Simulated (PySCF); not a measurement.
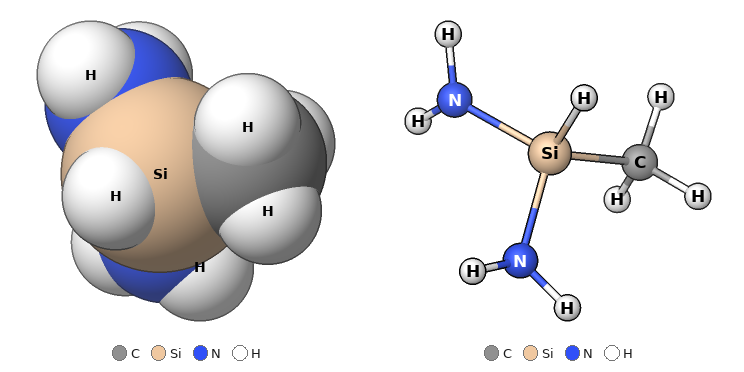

The same structure drawn twice, from different directions.

The geometry was computed by an optimisation with PBE0-D3(BJ)/def2-SVP. No frequency run is at hand to confirm it as a minimum.

Count the atoms of each element.

Answer. CH8N2Si, 12 atoms: 1 carbon, 8 hydrogen, 2 nitrogen and 1 silicon.

Give a SMILES string for it.

Answer. C[SiH](N)N

The parts below concern this one geometry. Atoms keep their numbers from picture to picture.

### Geometry

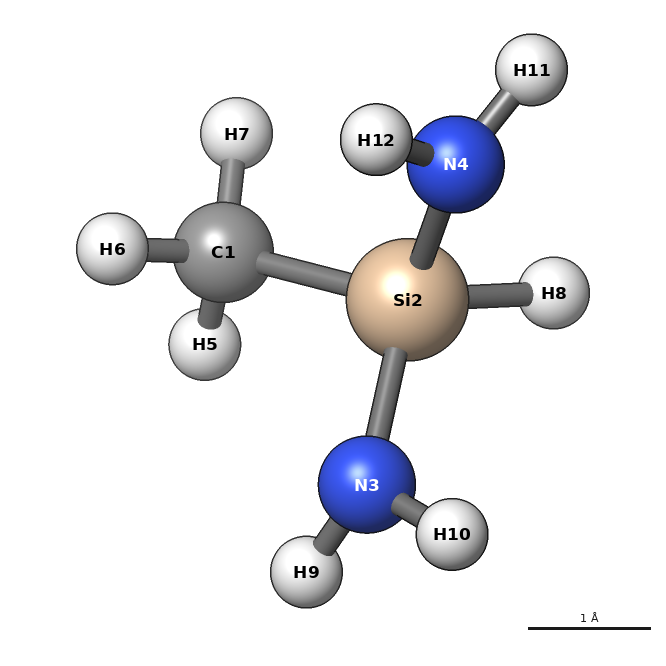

No frequency run is at hand to confirm it as a minimum.

What is the geometry at C1?

Answer. C1 has 4 neighbours (Si2 at 1.88, H5 at 1.10, H6 at 1.10, H7 at 1.10 Å); the arrangement is tetrahedral.

Describe the coordination of atom 2.

Answer. Si2 has 4 neighbours (C1 at 1.88, N3 at 1.73, N4 at 1.73, H8 at 1.50 Å); the arrangement is tetrahedral.

### Excitation

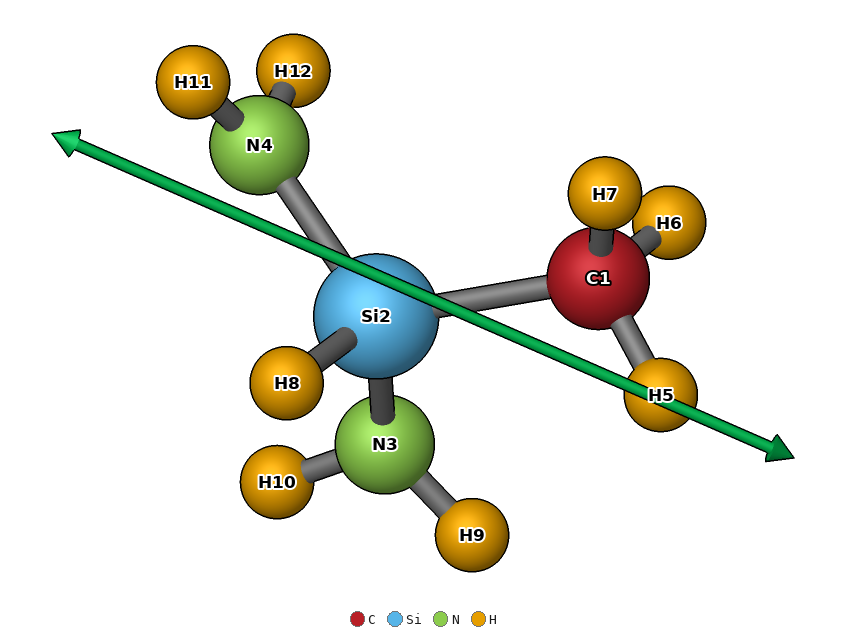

The double arrow shows the direction of the transition dipole to excited singlet state 5 (its length means nothing). No frequency run is at hand to confirm it as a minimum. Properties computed with TDDFT PBE0/def2-SVPD, vertical, IEF-PCM chloroform (non-equilibrium linear response), core orbitals frozen in the response (PySCF 2.14.0).

Where does the transition lie, and how strong is it?

Answer. 7.53 eV (165 nm), oscillator strength 0.072, of mixed character, with the largest part HOMO−1 → LUMO+1 (weight 0.50); transition dipole 1.59 D.

### Levels of theory compared

No frequency run is at hand to confirm it as a minimum. Program: PySCF 2.14.0.

Compare HOMO energy (eV), HOMO–LUMO gap (eV) at these levels: BHandHLYP/aug-pcX-1 (pcseg-1 on H) (def2-SVPD on Si); PBE0/def2-SVPD; PBE0/def2-SVPD in chloroform (IEF-PCM); PBE0/pcSseg-1; PBE0/pcSseg-1 in chloroform (IEF-PCM); PBE0/pcSseg-1 in dimethylsulfoxide (IEF-PCM); WP04/pcSseg-2.

```csv
level,HOMO energy (eV),HOMO–LUMO gap (eV)
BHandHLYP/aug-pcX-1 (pcseg-1 on H) (def2-SVPD on Si),−8.45,9.10
PBE0/def2-SVPD,−7.09,7.67
PBE0/def2-SVPD in chloroform (IEF-PCM),−7.10,7.78
PBE0/pcSseg-1,−6.99,8.36
PBE0/pcSseg-1 in chloroform (IEF-PCM),−7.02,8.53
PBE0/pcSseg-1 in dimethylsulfoxide (IEF-PCM),−7.05,8.60
WP04/pcSseg-2,−8.14,7.35
```

### Charges

The questions are on Mulliken charges. No frequency run is at hand to confirm it as a minimum. Method: PBE0/pcSseg-1 in chloroform (IEF-PCM) (PySCF 2.14.0).

Which atom carries the highest charge (most positive or least negative)?

Answer. Si2 (0.93 e).

And the lowest?

Answer. C1, N4 (−0.67 e).

List the Mulliken charges.

```tsv
atom	value (e)
C1	−0.67
Si2	0.93
N3	−0.66
N4	−0.67
H5	0.14
H6	0.14
H7	0.14
H8	−0.18
H9	0.20
H10	0.20
H11	0.21
H12	0.20
```

Mulliken values depend strongly on the basis set and can even reverse the polarity of a bond.
